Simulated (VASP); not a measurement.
Band structure of ZnS (wurtzite). Level of theory: vdW-DF-cx, VASP's PBE PAW potentials (set 64) (plane waves; VASP 6.6.1).

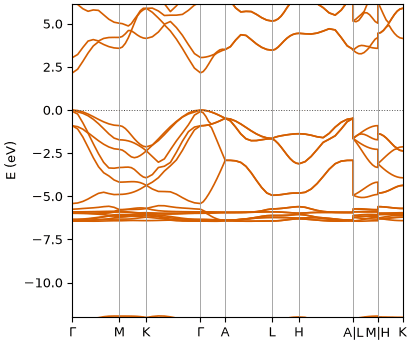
Fig. 1. Bands along high-symmetry lines, zero at the valence-band maximum or, without a gap, the Fermi level

Problem. Read the plot: is there a gap, and where are the band edges?

Solution. The gap is direct, 2.16 eV, from the valence maximum at Γ to the conduction minimum at Γ. (Edges off the drawn lines would not show.)

Measured: gap 3.91 eV (computed value off by -1.75 eV), as given by Mehmet Aras et al., The Journal of Chemical Physics (2014), arXiv:1312.4272.

The compound is ZnS in the wurtzite structure, the high-temperature form. It was relaxed first.
